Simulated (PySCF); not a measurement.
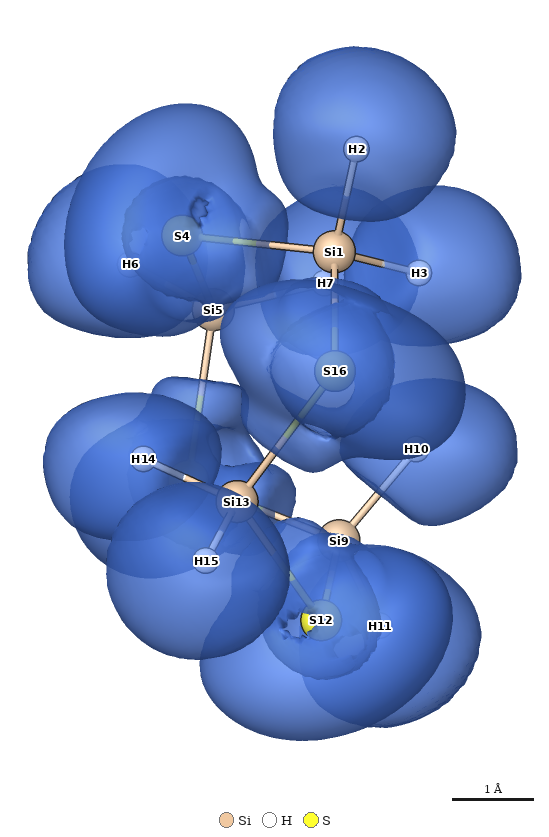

Figure. H8S4Si4 (cyclo-(H2SiS)4). Isosurface of the electron localisation function at 0.75 (blue), seen at an oblique angle. Only the valence region is drawn (cores and ρ < 0.01 e/Å³ removed).

Geometry: PBE0-D3(BJ)/def2-SVP.

Theory: PBE0/pcSseg-1, SCF density, gas phase, non-relativistic in PySCF 2.14.0.

```xyz
16

Si    1.8382    0.9588   -0.7947
H     3.0493    1.7143   -1.2092
H     0.9446    0.7221   -1.9635
S     0.7741    2.1579    0.6389
Si   -1.2731    1.8970    0.0324
H    -1.9864    3.0703    0.5997
H    -1.3523    1.8503   -1.4540
S    -2.2715    0.1921    0.8771
Si   -1.6551   -1.3855   -0.4522
H    -0.9824   -0.7648   -1.6293
H    -2.8568   -2.1518   -0.8738
S    -0.4025   -2.8306    0.5125
Si    1.1292   -1.5971    1.3859
H     0.5207   -0.4591    2.1215
H     1.8764   -2.5299    2.2684
S     2.6132   -0.8778    0.0068
```

What do the ELF domains correspond to?

Answer. The ELF exceeds this value in eight regions around hydrogen nuclei and four regions on S in which the atom's valence shell and bonds are merged. Profiles from the grid: Si–S (2.14 Å): the ELF peaks at about 0.90 between the atoms: a shared electron pair. Si–H (1.49 Å): the ELF climbs to about 1 towards the hydrogen, as it does in any bond to H.
